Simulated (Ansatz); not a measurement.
## Electronic structure of H₈OSi₃ in real space

Input file:

```
crystal:
  periodic: [false, false, false]
  atoms:
    - { symbol: Si, position_ang: [0.0, 0.0, 0.0] }
    - { symbol: O, position_ang: [1.0382, 0.0, 1.5673] }
    - { symbol: Si, position_ang: [-0.2765, -0.4067, 2.5309] }
    - { symbol: H, position_ang: [-1.2008, -1.2403, 1.7677] }
    - { symbol: H, position_ang: [0.1876, -1.1432, 3.7029] }
    - { symbol: H, position_ang: [-0.9605, 0.8095, 2.9606] }
    - { symbol: H, position_ang: [1.629, 0.0, 0.3193] }
    - { symbol: H, position_ang: [-0.6877, 1.1914, -0.4862] }
    - { symbol: Si, position_ang: [-1.0456, -1.8115, -0.7393] }
    - { symbol: H, position_ang: [-1.7029, -2.4846, 0.3772] }
    - { symbol: H, position_ang: [-2.0454, -1.4265, -1.7311] }
    - { symbol: H, position_ang: [-0.0777, -2.7173, -1.3511] }
basis:
  gaussian: { orbitals: "6-31G*" }
hamiltonian:
  xc: hf
relax:
  f_tol: 0.15
  max_steps: 25
  restrain:
    - { distance: [1, 6], at: 2.21, k: 30.0 }
    - { distance: [0, 1], at: 1.68, k: 30.0 }
    - { distance: [0, 6], at: 1.46, k: 30.0 }
output:
  orbitals: {}
```

Run with:

```sh
ansatz run input.yaml --threads 1 --pin off --max-ram 2048MiB --backend cpu --events-out ev --progress --plain --runs-dir out
```

The fields are those of the run's last geometry, not of the input's.

Not at a stationary point (largest force 1.3 eV/Å).

Computed with Ansatz, RHF/6-31G*.

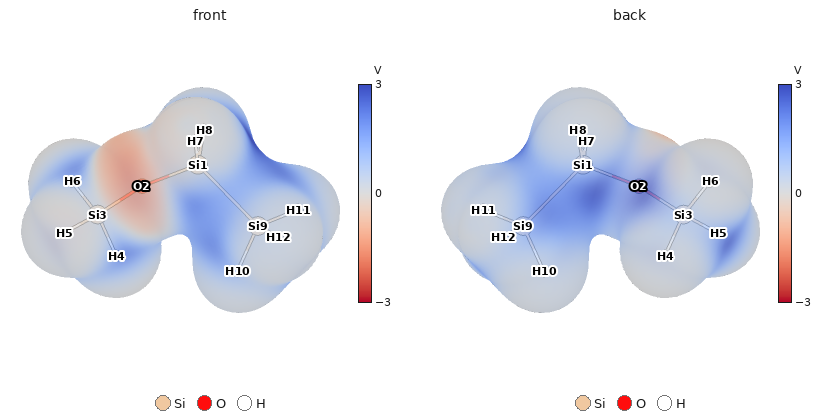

Figure 1. The electrostatic potential painted on the density surface at 0.004 e/bohr³, seen from the front and from behind; the colour scale runs from red (negative) to blue (positive).

Describe the electrostatic potential map.

Answer. The most negative region (about −1.3 V) lies over O2, the most positive (about +2.7 V) over Si1. O2 is the likeliest acceptor of a hydrogen bond.

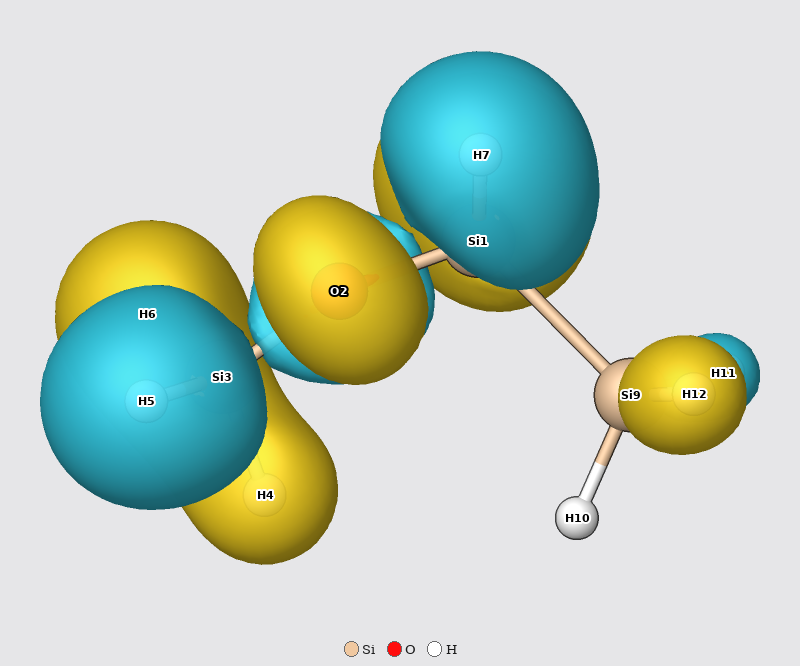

Figure 2. The HOMO−1 at ±0.06 Å⁻³ᐟ² (yellow and cyan are the two phases), seen at a tilt.

What is the character of this orbital?

Answer. By Hirshfeld shares it lies mainly on O2 (about 25 %), Si1 (about 15 %), Si3 (about 15 %), H5 (about 10 %), H8 (about 10 %) and H7 (about 10 %). Its energy is −12.12 eV.

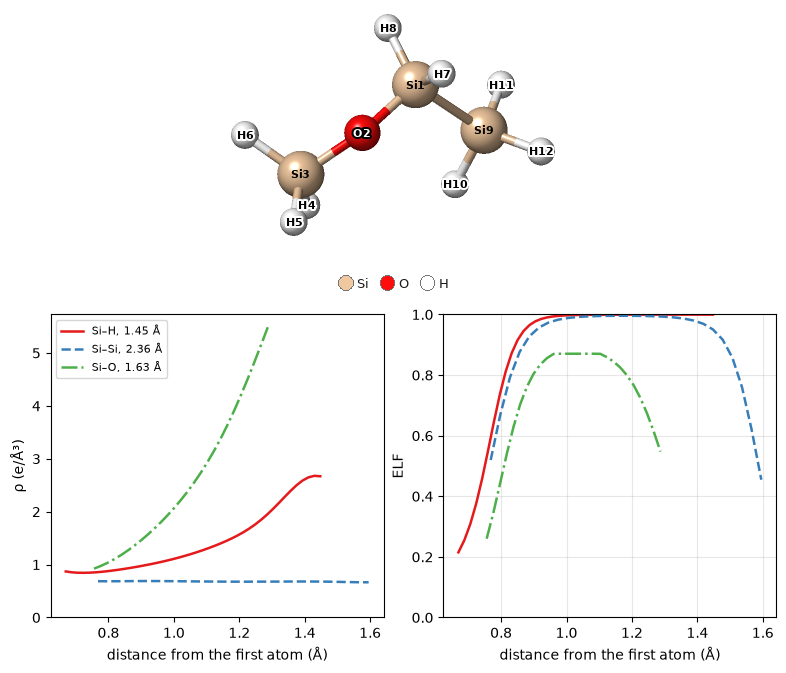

Figure 3. Electron density and ELF along straight lines between neighbouring atoms. The curves leave out the atomic cores. The structure is drawn too.

Compare the contacts.

Answer. Si–H (1.45 Å): the density is about 0.84 e/Å³ at the midpoint; the ELF climbs to about 1 towards the hydrogen, as it does in any bond to H.
Si–Si (2.36 Å): ρ is about 0.68 e/Å³ halfway; the ELF peaks at about 1 between the atoms; a shared electron pair.
Si–O (1.63 Å): the density is about 1.1 e/Å³ at the midpoint; the ELF peaks at about 0.85 between the atoms (a shared but strongly polarised pair).
